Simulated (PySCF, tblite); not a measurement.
**C₇H₆NO radical: geometry, infrared bands and EPR parameters**

Aim: predict the infrared bands and EPR parameters of C₇H₆NO radical (`N#C[C@H]1CC=[C]C(=O)C1`).

The runs use tblite 0.8.0 and PySCF 2.14.0, with density-fitted response routines of our own; the level of theory stands in each step. All values are computed, except where a source is named. Atoms count from 0, in the outputs and in this text.

## 1. The molecule as given

15 atoms, charge 0, multiplicity 2; geometry from: force field or distance geometry start.

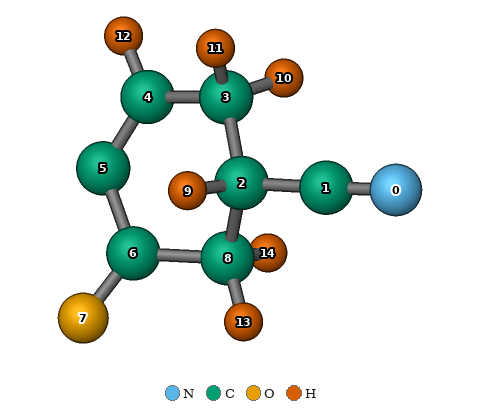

The starting geometry (nitrogen blue, carbon teal, oxygen amber, hydrogen orange), atoms numbered.

## 2. Optimising the geometry with GFN2-xTB

The job: settings as JSON, then the geometry in Å.

```
{"job": {"kind": "relax", "xc": "GFN2-xTB", "basis": "xTB"}, "charge": 0, "multiplicity": 2}
N      3.315100    -0.351900    -0.226700
C      2.151000    -0.183400    -0.309800
C      0.718800    -0.008000    -0.395600
C     -0.027600    -1.260200    -0.079200
C     -1.486600    -1.042100     0.094400
C     -2.040400     0.160400     0.162500
C     -1.182400     1.357100     0.091600
O     -1.628800     2.484300    -0.250200
C      0.251700     1.150400     0.463600
H      0.404500     0.286300    -1.443000
H      0.379500    -1.737300     0.846800
H      0.115200    -1.951100    -0.958500
H     -2.145100    -1.893700     0.151700
H      0.851600     2.066200     0.287600
H      0.318900     0.931000     1.542900
```

Launch:

```bash
$ OMP_NUM_THREADS=1 python probes_run.py task.json out
```

The driver reads the jobs from task.json and runs them one after another.

**Question.** This job is followed by: GFN2-xTB harmonic vibrations, gas phase; UKS B3LYP, pcH-1 on C H N O, non-relativistic, mean-field spin-orbit, GIAO. Predict these results of the whole session: strongest single infrared mode (GFN2-xTB); zero-point energy (GFN2-xTB); g(iso) (B3LYP); ⟨S²⟩; largest a(iso); surface potential, least and greatest.

**Answer**, as computed:

| quantity | value |
| --- | --- |
| strongest single infrared mode (GFN2-xTB) | 1770 cm⁻¹, 526 km/mol |
| zero-point energy (GFN2-xTB) | 68.7 kcal/mol |
| g(iso) (B3LYP) | 2.00268 |
| ⟨S²⟩ | 0.762 (exact 0.75) |
| largest a(iso) | 13C on C5, 278.7 MHz |
| surface potential, least and greatest | -1.61 V and 1.55 V |

In words: Relaxing lowered the energy by 0.547 eV in 54 steps; the close pair that moved most is C5–C6, from 1.474 to 1.417 Å. No mode is imaginary among the 39: a minimum at this level. The strongest single mode, at 1770 cm⁻¹, moves mainly C6. GFN2-xTB is a fitted tight-binding method: band positions and strengths are rough. Its intensities can rank the bands wrongly. Most of the unpaired spin sits on C5 (0.91 e). The isotropic g lies 0.4 ppt above the free-electron value.
